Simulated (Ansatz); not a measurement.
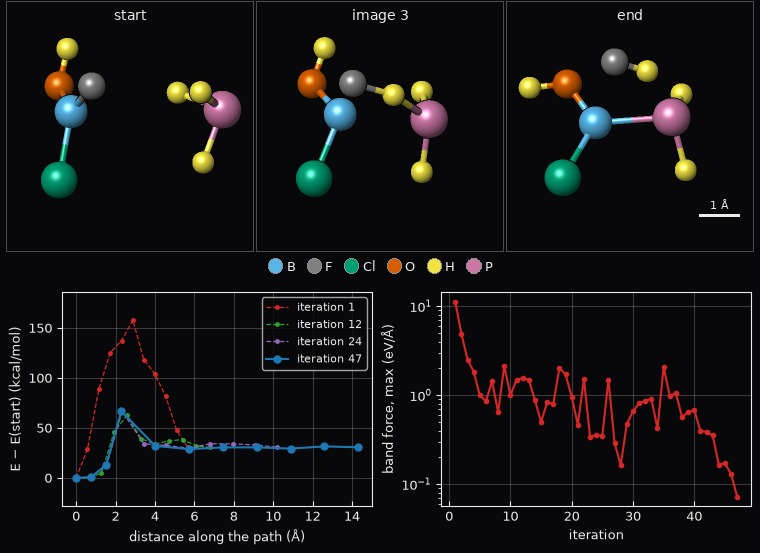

A nudged-elastic-band calculation for BPH4OClF, made up at the start of BHOClF and PH$_{3}$. Images are numbered from 0 (start) to 10 (end). The plot follows the band through its iterations. A ball-and-stick model, seen at a tilt.

The calculation used Ansatz 0.2.0, RKS BHLYP/cc-pVDZ. Settings: 9 movable images; climbing image; force threshold 0.05 eV/Å; iteration limit 47; starting path through a guess of the saddle point.

Q: Judge this run.

A: The result isn't final. The band hadn't converged when the run stopped after 47 iterations. The largest component of the band force went from 11 to 0.073 eV/Å. The barrier read from it is provisional, though the highest image hardly moved in the last two iterations. The first iteration put the highest image at 157.8 kcal/mol. Forward barrier 66.7 kcal/mol, backward barrier 36.0 kcal/mol, with image 3 at the top; the reaction energy is +30.7 kcal/mol.

Limits of the set-up: the start holds two separate molecules, 2.9 Å apart at their closest, whose relative position is a soft coordinate and is computed without a dispersion correction.

The run took 21 min on 2 threads of Arm Neoverse V1 (shared host), peak memory 0.21 GiB.
